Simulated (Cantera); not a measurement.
Input: 1 mol CaO, 17 mol F2, 2.7 mol H2, equilibrated at 16000 Pa.

Method: chemical equilibrium by Gibbs-energy minimisation in Cantera with the NASA 1993 tables (ideal gas, pure condensed phases). Candidate condensed phases: Ca, CaF2, CaO, Ca(OH)2, H2O; 29 gas species. Kinetics and transport are ignored.

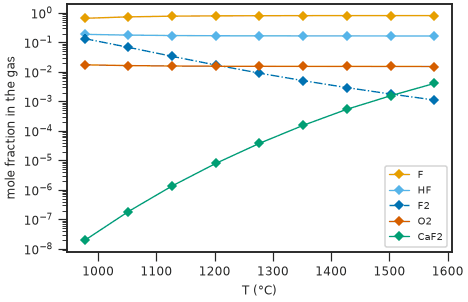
Figure. Equilibrium gas composition (values under 1e-9 drawn at 1e-9)

### Question
Read off the mole fractions at 1127 °C.

### Answer
F about 0.78, HF about 0.17, F2 about 0.034, O2 about 0.016, CaF2 about 1.4e-6.
